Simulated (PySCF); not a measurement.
## Electronic structure of C8H16N2 (SMILES CN1CCCN1C1CCC1) in real space

The calculation's input:

```
{"job": {"kind": "nmr", "xc": "PBE0", "basis": "pcSseg-1"}, "charge": 0, "multiplicity": 1}
C     -1.907441     1.687719    -0.128642
N     -1.156039     0.511619    -0.523046
C     -1.971749    -0.700902    -0.594461
C     -1.839635    -1.392993     0.779194
C     -0.697228    -0.605158     1.454961
N     -0.122395     0.250775     0.416251
C      1.024033    -0.342082    -0.241594
C      2.329873    -0.240063     0.567604
C      3.016678     0.400902    -0.647245
C      1.648749     0.544949    -1.329846
H     -1.199527     2.494943     0.045673
H     -2.508566     1.544351     0.778625
H     -2.567152     1.965743    -0.949663
H     -1.567065    -1.334351    -1.389121
H     -3.001236    -0.451339    -0.846707
H     -1.588025    -2.446613     0.668213
H     -2.762047    -1.320727     1.353493
H      0.072149    -1.249433     1.878122
H     -1.085452     0.036449     2.251313
H      0.828217    -1.365380    -0.594484
H      2.223770     0.445015     1.405406
H      2.753265    -1.179320     0.918528
H      3.680435    -0.286115    -1.168516
H      3.551027     1.328456    -0.454489
H      1.573476     0.171499    -2.347889
H      1.250839     1.554670    -1.288404
```

Command:

```sh
OMP_NUM_THREADS=1 python probes_run.py task.json out
```

Geometry: GFN2-xTB.

These are results of PBE0/pcSseg-1, SCF density, gas phase, non-relativistic in PySCF 2.14.0, not measurements.

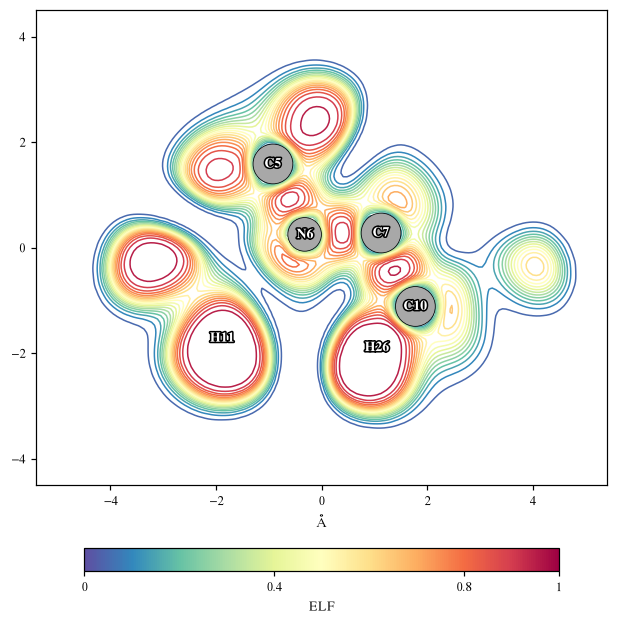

Figure 1. Electron localisation function on the plane of atoms N6, C7 and C10. Grey discs cover the atomic cores.

Question: Read the bonding off the picture.

Answer:
- The plane passes through C, N and H nuclei.
- C–N (1.45 Å): the ELF peaks at about 0.95 between the atoms, as expected for a shared electron pair.
- C–C (1.54 Å): the ELF peaks at about 0.95 between the atoms (localised, covalent bonding).
- C–H (1.09 Å): the ELF climbs to about 1 towards the hydrogen, as it does in any bond to H; an ordinary covalent bond to hydrogen.

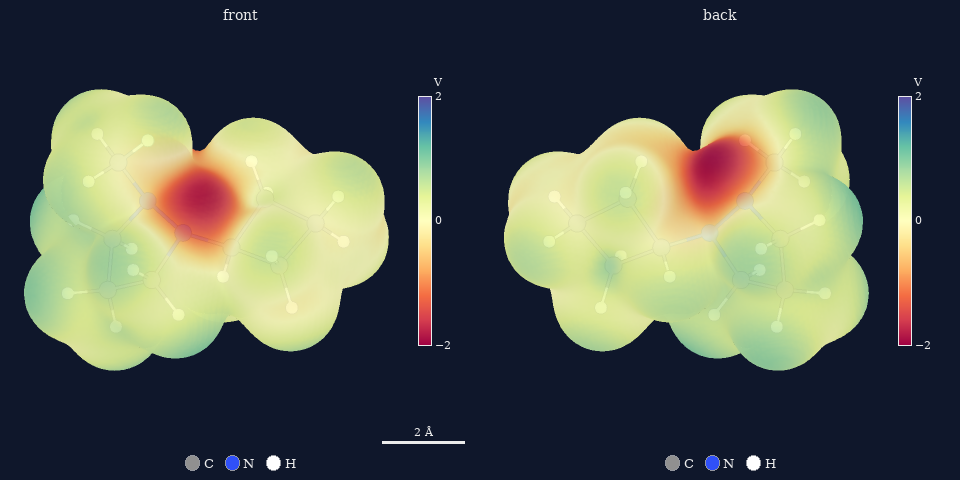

Figure 2. The electrostatic potential painted on the density surface at 0.004 e/bohr³, seen from the front and from behind; red is negative and blue positive.

Question: Describe the electrostatic potential map.

Answer: The most negative region (about −1.9 V) lies over N2 and N6, the most positive (about +1.0 V) over H15, H17 and H18.

Question: What dipole moment does the calculation give?

Answer: Its dipole moment is 1.41 D.
